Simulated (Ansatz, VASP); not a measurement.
**Cross-check of MnO (Manganosite) between VASP and Ansatz**

One calculation is typed for both programs; each brings its own data sets and cutoff. How far apart do they land?

Program: Ansatz 0.2.0. Level of theory: plane waves, with VASP 6.6.1 beside it; single point at PBEsol, DFT+U. Results are calculated unless marked as measured.

## (1) Starting point

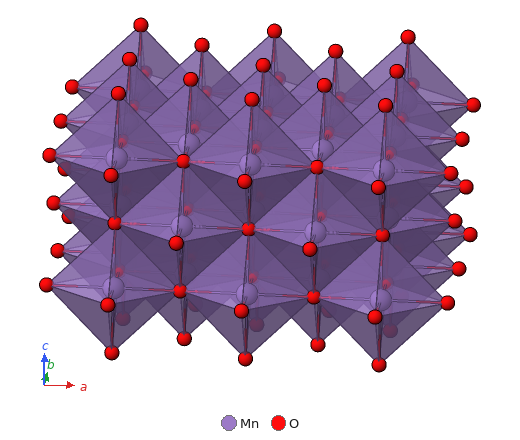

Start, viewed slightly off an axis; manganese light purple, oxygen red. 2×2×1 cells are drawn. This picture shows the conventional cell, with its axes. Some periodic images of atoms are drawn too.

## (2) VASP: single point, PBEsol, DFT+U

With cell and atoms fixed, the geometry can't cause a difference; cores, projectors, grids and the points listed under the comparison can.

Lines of VASP's logs that name or quote its potential files are left out, and so is its time.

Contents of INCAR:

```
SYSTEM = MnO
PREC = Accurate
ENCUT = 520
EDIFF = 1E-05
NELM = 100
ISMEAR = 0
SIGMA = 0.05
LREAL = .FALSE.
ALGO = Normal
GGA = PS
NBANDS = 16
ISPIN = 2
MAGMOM = 4 0
LDAU = .TRUE.
LDAUTYPE = 2
LDAUL = 2 -1
LDAUU = 3.9 0
LDAUJ = 0 0
LDAUPRINT = 1
LASPH = .TRUE.
LMAXMIX = 4
LORBIT = 11
LWAVE = .FALSE.
LCHARG = .FALSE.
KPAR = 2
```

Contents of POSCAR:

```
MnO
1.0
    0.0000000000      2.2230000000      2.2230000000
    2.2230000000      0.0000000000      2.2230000000
    2.2230000000      2.2230000000      0.0000000000
Mn O
1 1
Direct
    0.0000000000      0.0000000000      0.0000000000
    0.5000000000      0.5000000000      0.5000000000
```

Contents of KPOINTS:

```
Automatic mesh
0
Gamma
8 8 8
0 0 0
```

Potentials, in the order of the species: Mn_pv and O (PBE family, release 64).

Started as:

```
$ mpirun -np 2 vasp_std
```

Numbers of over 12 decimals in the logs are rounded to 6 here.

Log:

```text
[banner, memory and clock lines left out]
running    2 mpi-ranks, on    1 nodes
 distrk:  each k-point on    1 cores,    2 groups
 distr:  one band on    1 cores,    1 groups

 POSCAR found type information on POSCAR MnO
 POSCAR found :  2 types and       2 ions
|                                                                             |
|               ----> ADVICE to this user running VASP <----                  |
|                                                                             |
|     You enforced a specific xc type in the INCAR file but a different       |
|     [... a line on the potential file left out ...]
|     I HOPE YOU KNOW WHAT YOU ARE DOING!                                     |
|                                                                             |

 LDA part: xc-table for (Slater+PW92), standard interpolation
 POSCAR, INCAR and KPOINTS ok, starting setup
 FFT: planning ... GRIDC
 FFT: planning ... GRID_SOFT
 FFT: planning ... GRID
 WAVECAR not read
 entering main loop
       N       E                     dE             d eps       ncg     rms          rms(c)
DAV:   1     0.158255715639E+03    0.15826E+03   -0.11005E+04  1864   0.139E+03
DAV:   2    -0.969185141140E+01   -0.16795E+03   -0.15788E+03  2120   0.370E+02
DAV:   3    -0.165194020378E+02   -0.68276E+01   -0.67881E+01  1952   0.826E+01
DAV:   4    -0.165746851452E+02   -0.55283E-01   -0.55280E-01  2152   0.769E+00
DAV:   5    -0.165754402802E+02   -0.75513E-03   -0.75513E-03  1960   0.880E-01    0.143E+01
DAV:   6    -0.159265456366E+02    0.64889E+00   -0.12727E+01  2264   0.420E+01    0.144E+01
DAV:   7    -0.162311701952E+02   -0.30462E+00   -0.11366E+00  1856   0.146E+01    0.863E+00
DAV:   8    -0.162347916030E+02   -0.36214E-02   -0.14859E-01  2016   0.381E+00    0.509E+00
DAV:   9    -0.162461921164E+02   -0.11401E-01   -0.24945E-02  1960   0.217E+00    0.576E-01
DAV:  10    -0.162456537668E+02    0.53835E-03   -0.82491E-03  2072   0.129E+00    0.106E-01
DAV:  11    -0.162457461600E+02   -0.92393E-04   -0.38666E-04  1888   0.205E-01    0.562E-02
DAV:  12    -0.162457767718E+02   -0.30612E-04   -0.36620E-05  1920   0.696E-02    0.212E-02
DAV:  13    -0.162457819462E+02   -0.51744E-05   -0.29689E-06   944   0.232E-02
   1 F= -.16245782E+02 E0= -.16245750E+02  d E =-.641018E-04  mag=     5.0003
```

From OUTCAR (step 2):

```text
ion  position               nearest neighbor table
   1  0.000  0.000  0.000-   2 2.22   2 2.22   2 2.22   2 2.22   2 2.22   2 2.22
   2  0.500  0.500  0.500-   1 2.22   1 2.22   1 2.22   1 2.22   1 2.22   1 2.22

  LATTYP: Found a face centered cubic cell.
 ALAT       =     4.4460000000

 Subroutine GETGRP returns: Found 48 space group operations
 (whereof 48 operations were pure point group operations)

The static configuration has the point symmetry O_h .

 Found     29 irreducible k-points:

   k-points           NKPTS =     29   k-points in BZ     NKDIM =     29   number of bands    NBANDS=     16

   dimension x,y,z NGX =    24 NGY =   24 NGZ =   24
   dimension x,y,z NGXF=    48 NGYF=   48 NGZF=   48

   ENCUT  =  520.0 eV  38.22 Ry    6.18 a.u.   5.85  5.85  5.85*2*pi/ulx,y,z

   NELECT =      19.0000    total number of electrons

 k-points in reciprocal lattice and weights: Automatic mesh
   0.00000000  0.00000000  0.00000000       0.002
   0.12500000  0.00000000  0.00000000       0.016
   0.25000000  0.00000000  0.00000000       0.016
   0.37500000  0.00000000  0.00000000       0.016
   0.50000000  0.00000000  0.00000000       0.008
   0.12500000  0.12500000  0.00000000       0.012
   0.25000000  0.12500000  0.00000000       0.047
   0.37500000  0.12500000  0.00000000       0.047
   0.50000000  0.12500000  0.00000000       0.047
[...]
-0.37500000  0.50000000  0.12500000       0.023
  -0.25000000  0.50000000  0.25000000       0.012

atom =   1  type =  1  l = 2

 onsite density matrix

spin component  1

  0.9393 -0.0000  0.0000  0.0000  0.0000
 -0.0000  0.9393 -0.0000 -0.0000  0.0000
  0.0000 -0.0000  0.9763  0.0000 -0.0000
  0.0000 -0.0000  0.0000  0.9393 -0.0000
  0.0000  0.0000 -0.0000 -0.0000  0.9763

spin component  2

  0.0193 -0.0000 -0.0000  0.0000  0.0000
 -0.0000  0.0193  0.0000  0.0000 -0.0000
 -0.0000  0.0000  0.0736  0.0000  0.0000
  0.0000  0.0000  0.0000  0.0193  0.0000
  0.0000 -0.0000  0.0000  0.0000  0.0736

 occupancies and eigenvectors

  o =  0.0193  v =  0.0000  0.0000  0.0000  0.0000  0.0000  0.9996  0.0030  0.0000 -0.0273 -0.0000      0.0000  0.0000  0.0000  0.0000  0.0000  0.0000  0.0000  0.0000  0.0000  0.0000
  o =  0.0193  v =  0.0000  0.0000  0.0000  0.0000  0.0000 -0.0273  0.0005  0.0000 -0.9996  0.0000      0.0000  0.0000  0.0000  0.0000  0.0000  0.0000  0.0000  0.0000  0.0000  0.0000
  o =  0.0193  v =  0.0000  0.0000  0.0000  0.0000  0.0000  0.0030 -1.0000  0.0000 -0.0006 -0.0000      0.0000  0.0000  0.0000  0.0000  0.0000  0.0000  0.0000  0.0000  0.0000  0.0000
  o =  0.0736  v =  0.0000  0.0000  0.0000  0.0000  0.0000 -0.0000  0.0000  1.0000  0.0000 -0.0022      0.0000  0.0000  0.0000  0.0000  0.0000  0.0000  0.0000  0.0000  0.0000  0.0000
  o =  0.0736  v =  0.0000  0.0000  0.0000  0.0000  0.0000  0.0000 -0.0000  0.0022  0.0000  1.0000      0.0000  0.0000  0.0000  0.0000  0.0000  0.0000  0.0000  0.0000  0.0000  0.0000
  o =  0.9393  v =  0.0000  0.9740  0.0000 -0.2268 -0.0000  0.0000  0.0000  0.0000  0.0000  0.0000      0.0000  0.0000  0.0000  0.0000  0.0000  0.0000  0.0000  0.0000  0.0000  0.0000
  o =  0.9393  v =  0.0000 -0.2268  0.0000 -0.9740 -0.0000  0.0000  0.0000  0.0000  0.0000  0.0000      0.0000  0.0000  0.0000  0.0000  0.0000  0.0000  0.0000  0.0000  0.0000  0.0000
  o =  0.9393  v =  1.0000  0.0000  0.0000  0.0000  0.0000  0.0000  0.0000  0.0000  0.0000  0.0000      0.0000  0.0000  0.0000  0.0000  0.0000  0.0000  0.0000  0.0000  0.0000  0.0000
  o =  0.9763  v =  0.0000  0.0000  0.0006 -0.0000  1.0000  0.0000  0.0000  0.0000  0.0000  0.0000      0.0000  0.0000  0.0000  0.0000  0.0000  0.0000  0.0000  0.0000  0.0000  0.0000
  o =  0.9763  v =  0.0000  0.0000 -1.0000 -0.0000  0.0006  0.0000  0.0000  0.0000  0.0000  0.0000      0.0000  0.0000  0.0000  0.0000  0.0000  0.0000  0.0000  0.0000  0.0000  0.0000

 average (electrostatic) potential at core
       1 -67.0089       2 -68.4742

 E-fermi :   6.8505

 spin component 1
 k-point     1 :       0.0000    0.0000    0.0000
  band No.  band energies     occupation
    ...
      8       2.9310      1.00000
      9       2.9310      1.00000
     10       3.9413      1.00000
     11       3.9413      1.00000
     12       3.9413      1.00000
     13       6.8730      0.26252
     14      21.1445      0.00000
     15      22.9298      0.00000
     16      22.9298      0.00000

 k-point     2 :       0.1250    0.0000    0.0000
  band No.  band energies     occupation
    ...
      8       2.7547      1.00000
      9       2.7547      1.00000
     10       3.5779      1.00000
     11       4.7201      1.00000
     12       4.7201      1.00000
     13       7.9331      0.00000
     14      19.3351      0.00000
     15      22.5371      0.00000
     16      22.5371      0.00000

 k-point     3 :       0.2500    0.0000    0.0000
  band No.  band energies     occupation
    ...
      8       3.0153      1.00000
      9       3.0153      1.00000
     10       3.6812      1.00000
     11       5.7450      1.00000
     12       5.7450      1.00000
     13       9.5718      0.00000
     14      16.9773      0.00000
     15      21.0812      0.00000
     16      21.0812      0.00000

 k-point     4 :       0.3750    0.0000    0.0000
  band No.  band energies     occupation
    ...
      8       3.2983      1.00000
      9       3.2983      1.00000
     10       4.0375      1.00000
     11       6.5020      1.00000
     12       6.5020      1.00000
     13      10.5866      0.00000
     14      15.5013      0.00000
     15      19.6626      0.00000
     16      19.6626      0.00000

 k-point     5 :       0.5000    0.0000    0.0000
  band No.  band energies     occupation
    ...
      8       3.4201      1.00000
      9       3.4201      1.00000
     10       4.2379      1.00000
     11       6.7849      0.96831
     12       6.7849      0.96831
     13      10.7617      0.00000
     14      15.1636      0.00000
     15      19.1133      0.00000
     16      19.1134      0.00000

 k-point     6 :       0.1250    0.1250    0.0000
  band No.  band energies     occupation
    ...
      8       2.4589      1.00000
      9       2.9878      1.00000
     10       4.1789      1.00000
     11       4.1789      1.00000
     12       4.4417      1.00000
     13       8.3868      0.00000
     14      19.4697      0.00000
     15      21.9357      0.00000
     16      21.9357      0.00000

  Total        0.1797280      0.1797280      0.1797280      0.0000000      0.0000000      0.0000000
  in kB       13.1062323     13.1062323     13.1062323      0.0000000      0.0000000      0.0000000
  external PRESSURE =      13.1062323 kB  Pullay stress =       0.0000000 kB

  energy-cutoff  :      520.00
  volume of cell :       21.97
      direct lattice vectors                 reciprocal lattice vectors
     0.000000000  2.223000000  2.223000000    -0.224921278  0.224921278  0.224921278
     2.223000000  0.000000000  2.223000000     0.224921278 -0.224921278  0.224921278
     2.223000000  2.223000000  0.000000000     0.224921278  0.224921278 -0.224921278

 POSITION                                       TOTAL-FORCE (eV/Angst)
 -----------------------------------------------------------------------------------
      0.00000      0.00000      0.00000         0.000000      0.000000      0.000000
      2.22300      2.22300      2.22300         0.000000     -0.000000      0.000000
 -----------------------------------------------------------------------------------
    total drift:                                0.000000     -0.000000     -0.000000

  FREE ENERGIE OF THE ION-ELECTRON SYSTEM (eV)
  ---------------------------------------------------
  free  energy   TOTEN  =       -16.2457819462 eV

  energy  without entropy=      -16.2457178444  energy(sigma->0) =      -16.24574990

 total charge
# of ion       s       p       d       tot
------------------------------------------
    1        0.211   6.188   4.956  11.355
    2        1.550   3.433   0.000   4.984
--------------------------------------------------
tot          1.762   9.621   4.956  16.339

 magnetization (x)
# of ion       s       p       d       tot
------------------------------------------
    1        0.032   0.027   4.554   4.613
    2        0.023   0.129   0.000   0.152
--------------------------------------------------
tot          0.055   0.156   4.554   4.765

[... 6 further parts left out ...]
```

The run ends at a pressure of 1.31 GPa.

[end of part 1 of 2]

[Lines on the potential files, build, host, timing and source positions are cut from VASP's logs without a mark.]

[Logs are printed without paths, hosts, clocks, repeated set-up lines and the standing remarks that a program may print on its own settings, such as how far it seeks lower states.]

[Hosts, paths, dates, database ids (printed as entryN), source tags and the programs' standing remarks are cut or masked in the printed files.]
